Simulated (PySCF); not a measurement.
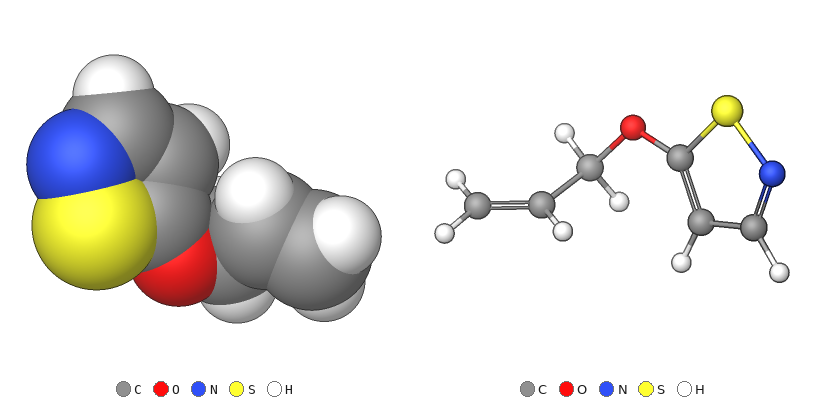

The same structure drawn twice, from different directions.

Computed geometry: GFN2-xTB optimisation. No frequency run is at hand to confirm it as a minimum.

> Give the formula.

C₆H₇NOS, 16 atoms: 6 carbon, 7 hydrogen, 1 nitrogen, 1 oxygen and 1 sulfur.

> Count the bonded pairs by element.

7 C–H, 4 C–C, 2 C–O, 1 C–N, 1 N–S, 1 C–S.

> Describe its rings.

Independent rings (smallest set): 1 of 5 members, 1 of them aromatic.

More results for the same structure follow; atom numbers are the same in all pictures, views and colours differ.

### Geometry

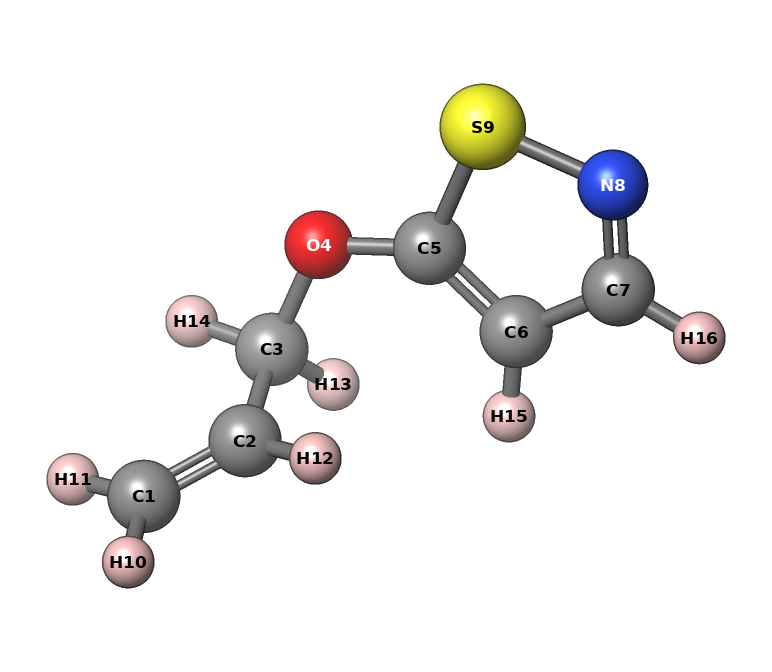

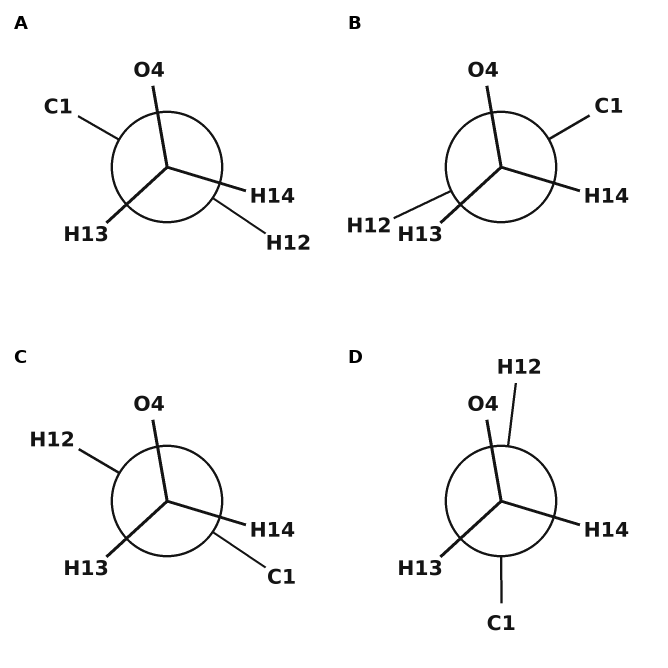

Atoms fade into the background with distance from the viewer. Bonds that would overlap in a projection are set slightly apart. No frequency run is at hand to confirm it as a minimum.

> Which Newman projection shows the view along C3–C2, with C3 in front?

C. The torsion angle O4–C3–C2–C1 is 130°, anticlinal.

### Quadrupole coupling

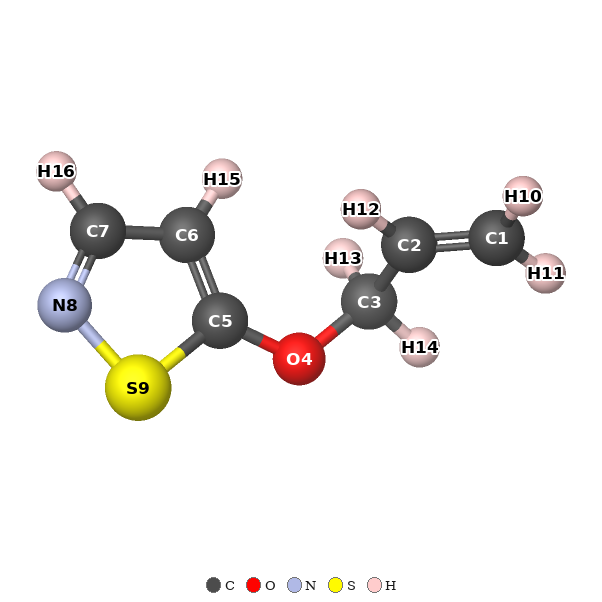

No frequency run is at hand to confirm it as a minimum. Electric field gradients from the ground-state density, PBE0/pcSseg-1 (PySCF 2.14.0), non-relativistic apart from any core potentials.

Give the largest field-gradient component, the quadrupole coupling constant and the asymmetry for 17O at O4 (Q = −25.6 mb), 14N at N8 (Q = 20.44 mb), 33S at S9 (Q = −67.81 mb), 2H at H10 (Q = 2.86 mb), 2H at H11 (Q = 2.86 mb).

```csv
atom,V_zz (a.u.),e²qQ/h (MHz),η
O4,1.928,−11.60,0.68
N8,−0.902,−4.33,0.56
S9,2.320,−37.0,0.73
H10,0.337,0.227,0.04
H11,0.334,0.225,0.05
```

### Electronic properties

No frequency run is at hand to confirm it as a minimum. Level of theory: PBE0/def2-SVPD, gas phase (PySCF 2.14.0). Excitations: vertical, linear response.

Predict the main results.

- dipole moment: 4.00 D
- HOMO energy (Kohn–Sham orbital): −6.95 eV
- LUMO energy (Kohn–Sham orbital): −0.65 eV
- HOMO–LUMO gap: 6.30 eV
- mean static polarisability: 98.5 bohr³
- lowest vertical singlet excitation: 5.46 eV
- its oscillator strength: 0.047
- brightest of the 6 lowest singlets: 5.55 eV
- its oscillator strength: 0.10

### NMR shielding

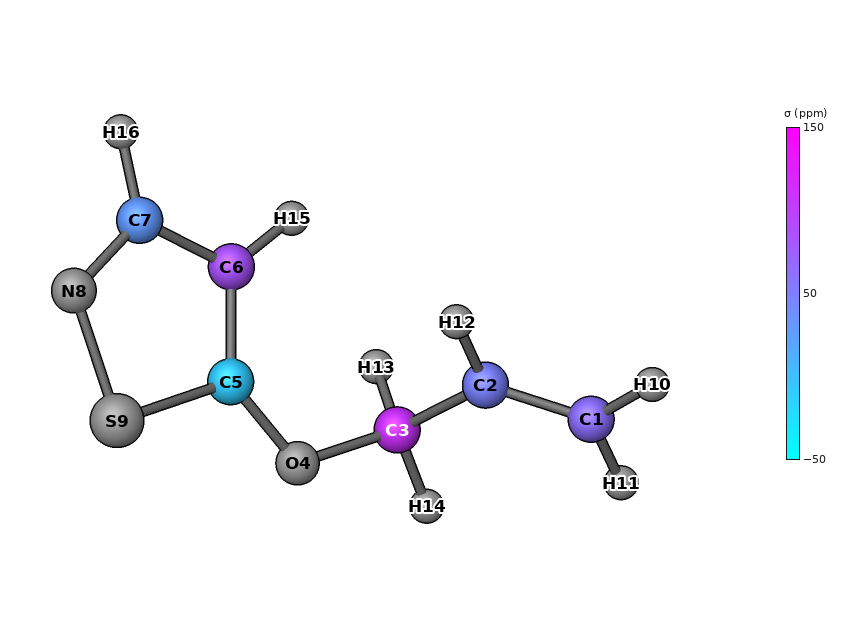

Atoms are coloured by their isotropic NMR shieldings (C only, the others grey). No frequency run is at hand to confirm it as a minimum. Level of theory: GIAO PBE0/pcSseg-1 NMR shielding, non-relativistic, gas phase (PySCF 2.14.0).

List the isotropic NMR shieldings of the C atoms.

| atom | σ (ppm) |
| --- | --- |
| C1 | 61.3 |
| C2 | 47.4 |
| C3 | 110.5 |
| C5 | −10.2 |
| C6 | 84.2 |
| C7 | 28.2 |
